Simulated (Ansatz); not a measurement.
Consider KCrF3 (P4/mmm).

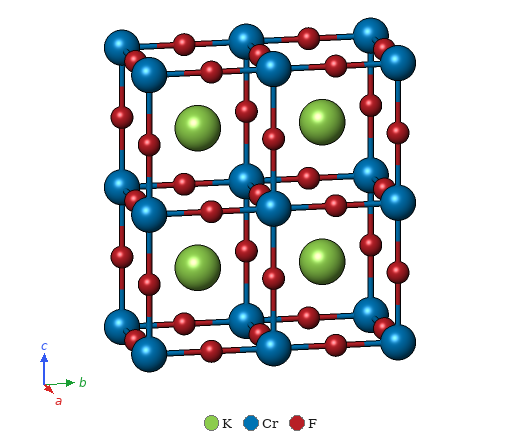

The structure (potassium green, chromium blue, fluorine red). 1×2×2 cells are drawn. Some periodic images of atoms are drawn too.

The structure is tetragonal, space group P4/mmm (No. 123). Conventional cell: a = 4.094 Å, b = 4.094 Å, c = 4.601 Å, α = 90.00°, β = 90.00°, γ = 90.00°. Nearest to K lie 12 F at 2.89 to 3.08 Å. Nearest to Cr lie 6 F at 2.05 to 2.30 Å. F has 2 Cr at 2.30 Å and 4 K at 2.89 Å nearest. F has 2 Cr at 2.05 Å and 4 K at 3.08 Å nearest. Farther neighbours and most contacts between anions are not listed.

```xyz
5
Lattice="-4.0936 0.0000 0.0000 0.0000 -4.0936 0.0000 0.0000 0.0000 4.6006" Properties=species:S:1:pos:R:3 pbc="T T T"
K    -2.0468   -2.0468    2.3003
Cr    0.0000    0.0000    0.0000
F     0.0000    0.0000    2.3003
F     0.0000   -2.0468    0.0000
F    -2.0468    0.0000    0.0000
```

The cell and positions are those that the Materials Project relaxed with its own functionals (PBE, PBE+U or r2SCAN), kept fixed. PAW set soft_2, made with PBE.

A constrained-RPA run (Ansatz 0.2.0; non-magnetic LDA; Cr d, bands v2 to c3, 4×4×4 mesh, medium accuracy) builds 5 functions on bands 2.8 eV wide, with 4.0 electrons in the window. The bare on-site interaction is 19.2 eV and the bare J 0.65 eV.

Question: Estimate U, U′ and J.

On the Cr d shell, U = 7.07 eV (37 % of the bare value), U′ = 6.01 eV, J = 0.53 eV.

The parent state is non-magnetic and the interaction static (zero frequency); U depends on the window and the orbitals, so it belongs to this model alone.

[Paths, hosts, dates, memory and timing lines, banners, echoed tables and standing remarks are left out of the program output.]

[Logs are printed without paths, hosts, clocks, repeated set-up lines and the standing remarks that a program may print on its own settings, such as how far it seeks lower states.]

[Runs of the session that timed out or met a known fault of the program may be left out.]

[Hosts, paths, dates, database ids (printed as entryN), source tags and the programs' standing remarks are cut or masked in the printed files.]
